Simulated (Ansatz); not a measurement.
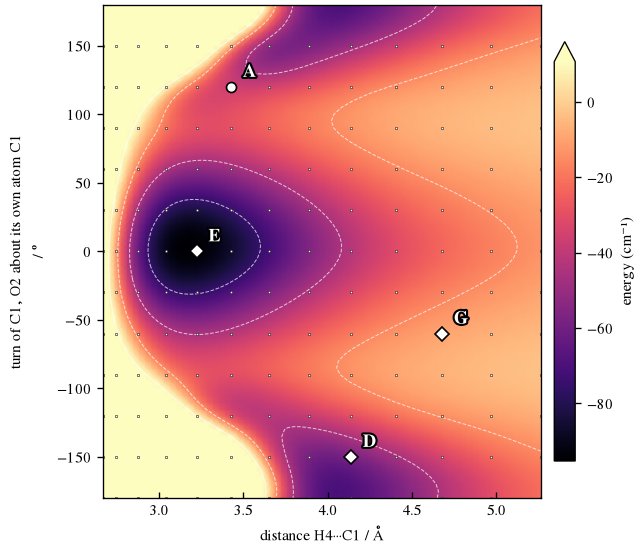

The pair CO···H₂. The turn is about an axis along (0.75, 0.65, 0.11) in the frame of the relaxed pair, normal to the line between the partners. First axis: distance H4···C1. Second axis: turn of C1, O2 about its own atom C1. The scan uses a 13 × 12 grid. Points are written as (first, second). Energies are in cm⁻¹, from the two partners far apart, frozen as in the relaxed pair, each in its own basis (no counterpoise correction). Theory: Ansatz, RKS wB97X-V/def2-TZVPD.

In the figure: a smooth colour map with a few white contour lines, dots at the grid points, one colour for all values above the top of the scale, lettered points. Between grid points the surface is interpolated.

Q: Is E the lowest point of the computed grid?

A: Yes. E, at (3.224 Å, 0°), has the lowest energy of the grid.

Q: What kind of point is each of D, E, G: minimum, saddle, maximum or slope?

A: D: on a slope; E: minimum; G: on a slope. (In these two coordinates alone; a stationary point may lie a little off the grid point.)
